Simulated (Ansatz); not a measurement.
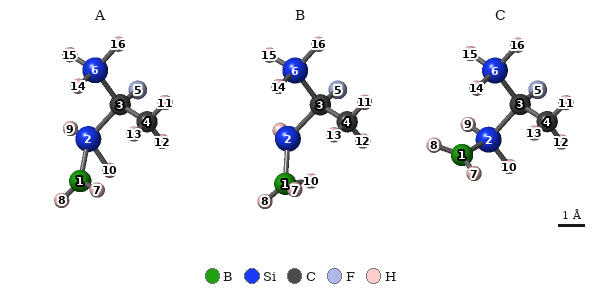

3 geometries from a converged minimum-energy path of C2H10BFSi2, shuffled. A ball-and-stick model, seen at a tilt.

Computed with Ansatz 0.2.0, RKS PBE-D4/STO-3G. Set-up: 7 movable images; climbing image; force threshold 0.05 eV/Å; iteration limit 60; starting path through a guess of the saddle point.

Question: Which frame is the transition state?

Answer: A. In order along the path, whose images run from 0 to 8: C (image 2, +0.28 eV), A (image 5, +0.83 eV), B (image 8, +0.61 eV). Breaking: B1–H14 (1.44 → 4.19 at the top → 4.36 Å), Si2–H10 (1.46 → 1.56 at the top → 1.90 Å). Forming: B1–H10 (2.94 → 1.76 at the top → 1.29 Å).

Limits of the set-up: STO-3G is a minimal basis, so the numbers are rough.
